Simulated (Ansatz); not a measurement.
# AlClF2 (SMILES [F][Al]([F])[Cl]) at PBE-QIDH/def2-SVPD

Aim: the energy change on altering one bond length of AlClF2 at PBE-QIDH/def2-SVPD, from 2 runs. 

The calculation is run with Ansatz 0.2.0.

46 further runs of the same task are left out: 46 set aside as unsound or not needed.

**1. The system as given**

The species is AlClF2 (4 atoms), meant as a singlet with charge 0. As SMILES, `[F][Al]([F])[Cl]`. The shape is that of a PBE0-D4/def2-TZVP optimisation.

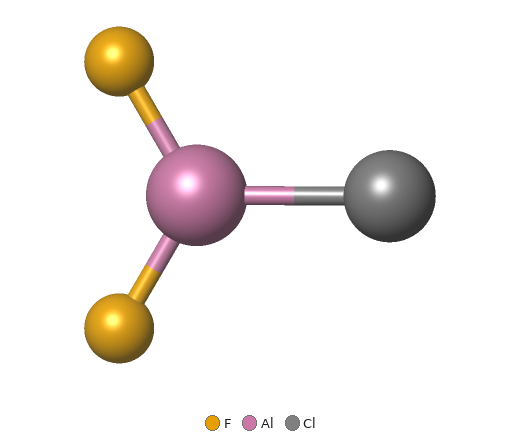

The structure, seen from a chosen angle (fluorine amber, aluminium pink, chlorine grey).

**2. The energy at PBE-QIDH/def2-SVPD**

run.yaml reads:

```yaml
crystal:
  periodic: [false, false, false]
  atoms:
    - {symbol: F, position_ang: [0.997200, 0.721760, 1.149640]}
    - {symbol: Al, position_ang: [0.069280, -0.050750, 0.053570]}
    - {symbol: F, position_ang: [0.273490, -1.653820, -0.164660]}
    - {symbol: Cl, position_ang: [-1.339980, 0.982810, -1.038560]}
basis:
  gaussian:
    orbitals: def2-SVPD
hamiltonian:
  xc: {name: PBE-QIDH}
correlation:
  frozen_orbitals: {Al: 5, Cl: 5, F: 1}
accuracy: high
output: {orbitals: {seedname: orbitals}}
```

Run with:

```console
$ ansatz run run.yaml --threads 1 --pin off --max-ram 3480MiB --events-out events.jsonl --progress --plain --runs-dir runs
```

Output:

```text
Warning: RAYON_NUM_THREADS=1 ignored (pool sized by the plan → 1); use --threads N
Functional definition: PBE-QIDH
  name "PBE-QIDH"
  parameter a = 3^(-1/3)
  parameter c = 1/3
  exchange = (1 - a)*pbe_x + a*exact_x
  correlation = (1 - c)*pbe_c + c*(mp2_os + mp2_ss)
1804 factors; integrals over basis functions are off by at most 3.3e-9 eV
mean field evaluation 1: about -24521.1111 eV, gradient 4.3e1 eV
mean field evaluation 2: about -24521.2457 eV, gradient 4.4e1 eV
mean field evaluation 4: about -24524.3294 eV, gradient 1.5e0 eV
mean field evaluation 8: about -24524.3642 eV, gradient 2.5e-2 eV
mean field evaluation 16: about -24524.3642 eV, gradient 9.4e-6 eV
mean field -24524.36421636 eV, -901.2537617400 hartree, gradient 2.8e-8 eV, S^2 0.000000; 0 other end points of the search recorded, 0 dependent functions left out
12 core orbitals not correlated: weight in the atoms' cores, before any rotation towards them, 1.000 or more for the frozen orbitals, at most 0.000 for the correlated occupied ones
reference -24524.36421752 eV, -901.2537617826 hartree; 12, 12 occupied and 73, 73 virtual orbitals, 1804 factors
second order -18.13711355 eV of doubles, -0.00000000 eV of singles
Total energy: -24530.40992203 eV, -901.4759373257 hartree
```

It took 11 s on 1 thread of Arm Neoverse V2, shared host; peak memory 0.3 GiB.

**3. The distorted shape at the same level**

job.yaml reads:

```yaml
crystal:
  periodic: [false, false, false]
  atoms:
    - {symbol: F, position_ang: [1.136386, 0.837635, 1.314049]}
    - {symbol: Al, position_ang: [0.069280, -0.050750, 0.053570]}
    - {symbol: F, position_ang: [0.273490, -1.653820, -0.164660]}
    - {symbol: Cl, position_ang: [-1.339980, 0.982810, -1.038560]}
basis:
  gaussian:
    orbitals: def2-SVPD
hamiltonian:
  xc: {name: PBE-QIDH}
correlation:
  frozen_orbitals: {Al: 5, Cl: 5, F: 1}
accuracy: high
output: {orbitals: {seedname: orbitals}}
```

Run with:

```console
$ ansatz run job.yaml --threads 1 --pin off --max-ram 3480MiB --events-out events.jsonl --progress --plain --runs-dir runs
```

Output, shortened:

```text
Warning: RAYON_NUM_THREADS=1 ignored (pool sized by the plan → 1); use --threads N
[... 2 set-up lines as earlier in the session ...]
[...]
1799 factors; integrals over basis functions are off by at most 3.6e-9 eV
[...]
mean field -24523.72867531 eV, -901.2304060374 hartree, gradient 8.3e-8 eV, S^2 0.000000; 0 other end points of the search recorded, 0 dependent functions left out
12 core orbitals not correlated: weight in the atoms' cores, before any rotation towards them, 1.000 or more for the frozen orbitals, at most 0.000 for the correlated occupied ones
reference -24523.72867651 eV, -901.2304060816 hartree; 12, 12 occupied and 73, 73 virtual orbitals, 1799 factors
second order -18.43652873 eV of doubles, -0.00000000 eV of singles
Total energy: -24529.87418609 eV, -901.4562493930 hartree
```

Wall time 11 s (1 thread of Arm Neoverse V2, shared host); peak memory 0.3 GiB.

**4. Summary of results**

At PBE-QIDH/def2-SVPD, 12 core orbitals frozen:

| quantity | value |
| --- | --- |
| first shape: total energy | -901.47594 Eh |
| first shape: HOMO energy (SCF part's orbitals) | -12.38 eV |
| first shape: LUMO energy (SCF part's orbitals) | -0.17 eV |
| first shape: HOMO–LUMO gap (SCF part's orbitals) | 12.21 eV |
| distorted shape: total energy | -901.45625 Eh |
| distorted shape: HOMO energy (SCF part's orbitals) | -12.64 eV |
| distorted shape: LUMO energy (SCF part's orbitals) | -0.54 eV |
| distorted shape: HOMO–LUMO gap (SCF part's orbitals) | 12.10 eV |
| energy change with the F1–Al2 bond stretched from 1.631 to 1.875 Å | 0.536 eV |

With the F1–Al2 bond stretched from 1.631 to 1.875 Å the energy rises by 0.54 eV (51.7 kJ/mol). The first shape isn't relaxed at this level, so the change isn't measured from a minimum.
